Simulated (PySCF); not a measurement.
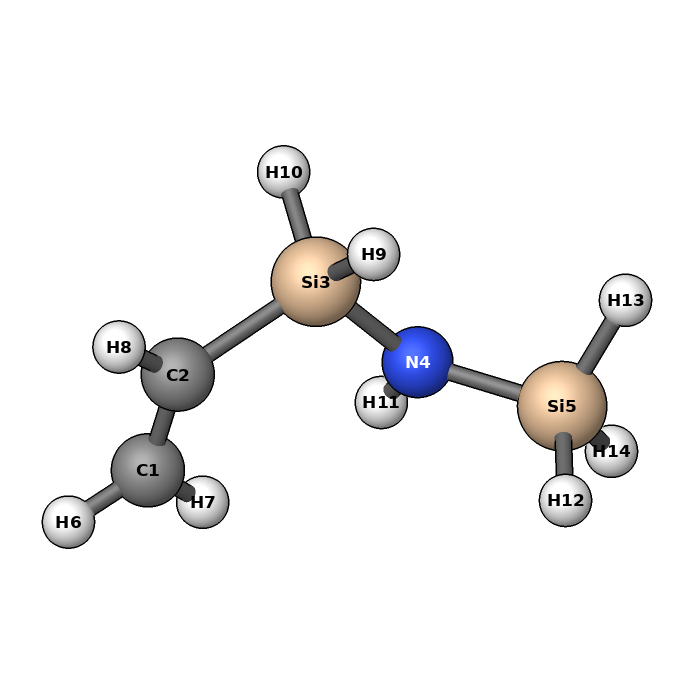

Geometry: an image of a reaction path computed with GFN2-xTB, not a minimum. Level of theory: GIAO PBE0/pcSseg-1 NMR shielding, non-relativistic, gas phase (PySCF 2.14.0). Principal shieldings σ11 ≤ σ22 ≤ σ33, span Ω = σ33 − σ11, skew κ = 3(σiso − σ22)/Ω.

Give the shielding tensors of the N atoms.

```json
{"atom": "N4", "σ11": "262.6", "σ22": "269.5", "σ33": "305.2", "σiso": "279.1", "Ω": "42.6", "κ": "0.68"}
```

Shieldings and span in ppm.
